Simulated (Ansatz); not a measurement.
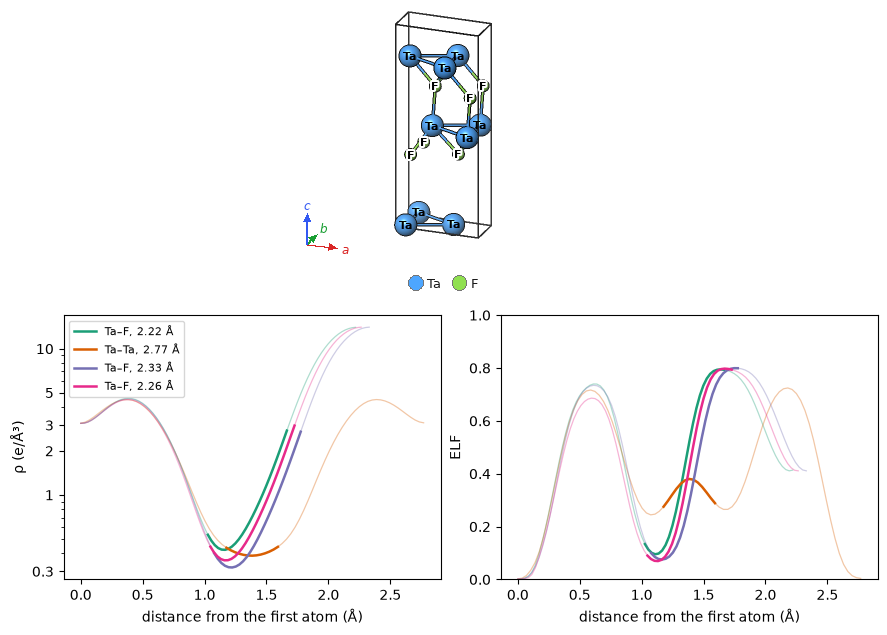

*Ta3F2. Valence charge density (pseudo) and ELF along straight lines between neighbouring atoms. Thin, pale parts lie inside the atomic spheres. The structure is drawn too.*

Space group Cm; a generated structure, not necessarily the stable one; computed without spin polarisation.

Computed with DFT PBE, scalar-relativistic, plane waves, PAW in Ansatz 0.2.0.

Core electrons are frozen (PAW), and the valence fields are smoothed inside the atomic spheres.

The calculation's input:

```
crystal:
  lattice:
    - [2.2869134575, -1.6146405369, 0.0]
    - [2.2869134575, 1.6146405369, 0.0]
    - [-0.986949764, 0.0, 10.2242676779]
  atoms:
    - { symbol: Ta, position: [0.1299124677, 0.1299124677, 0.0711377495] }
    - { symbol: Ta, position: [0.6018697232, 0.6018697232, 0.8460852514] }
    - { symbol: Ta, position: [0.8588772975, 0.8588772975, 0.4659693238] }
    - { symbol: F, position: [0.9035976834, 0.9035976834, 0.6847962204] }
    - { symbol: F, position: [0.1747428383, 0.1747428383, 0.3070124949] }
basis:
  ecutwfc: 420
kpoints:
  mp_grid: { grid: [12, 12, 4] }
hamiltonian:
  xc: pbe
scf:
  occupations: { method: gaussian, width: 0.1 }
output:
  forces: true
  stress: true
  eigenvalues: true
  write_density: true
  write_potential: true
  elf: true
  volumetric_format: npy
relax:
  adjacent_minimum: "off"
  f_tol: 0.01
  max_steps: 80
  cell: { stress_tol: 0.05 }
```

Run with:

```sh
ansatz run input.yaml --threads 1 --pin off --max-ram 2560MiB --backend cpu --events-out ev --progress --plain --runs-dir out
```

Below, planes, directions and counts refer to the conventional cell (a = 4.90 Å, b = 3.00 Å, c = 11.93 Å, α = 90.00°, β = 94.47°, γ = 90.00°).

The fields are those of the run's last geometry, not of the input's.

### Compare the contacts.

Ta–F (2.22 Å): ρ at the midpoint is about 0.43 e/Å³; the ELF peaks at about 0.80 in the valence shell of F, 0.6 Å from its nucleus, and drops to about 0.10 between the two atoms; no localised pair shows between them.
Ta–Ta (2.77 Å): the density is about 0.38 e/Å³ at the midpoint; the ELF is about 0.40 at the midpoint.
Ta–F (2.33 Å): ρ at the midpoint is about 0.33 e/Å³; the ELF is about 0.10 at the midpoint (no localised pair shows between them).
Ta–F (2.26 Å): ρ is about 0.36 e/Å³ halfway; the ELF peaks at about 0.80 in the valence shell of F, 0.6 Å from its nucleus, and drops to about 0.05 between the two atoms (no shared electron pair shows on this line).
